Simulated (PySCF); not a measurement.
Vertical excitations of a molecule C2H4ClFOSi from TDA-LC-ωPBE/def2-SVPD in PySCF 2.14.0, as energy in eV (oscillator strength): 3.54 (0.003), 7.14 (0.006), 7.44 (0.007), 7.75 (0.003), 8.03 (0.010), 8.38 (0.032), 8.60 (0.033), 8.72 (0.256), 8.92 (0.091), 9.01 (0.015). Lowest triplet (TDA): 2.77 eV. The structure is a stationary point at B3LYP-D3(BJ)/def2-SVP. Other conformers were not sampled.

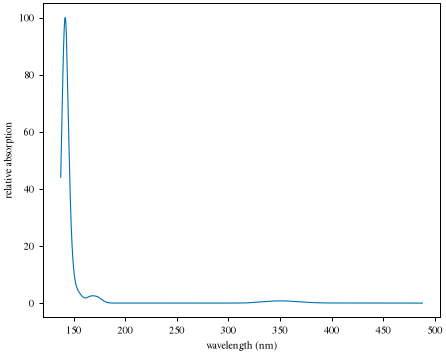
Fig. 1. The lines broadened by 0.4 eV.

Q: Which molecule gave these data?
A) C=C[Si@](O)(F)Cl
B) CC(=O)[Si@@H](F)Cl
C) F[Si]1(Cl)COC1
D) O=CC[Si@@H](F)Cl

A: B, CC(=O)[Si@@H](F)Cl
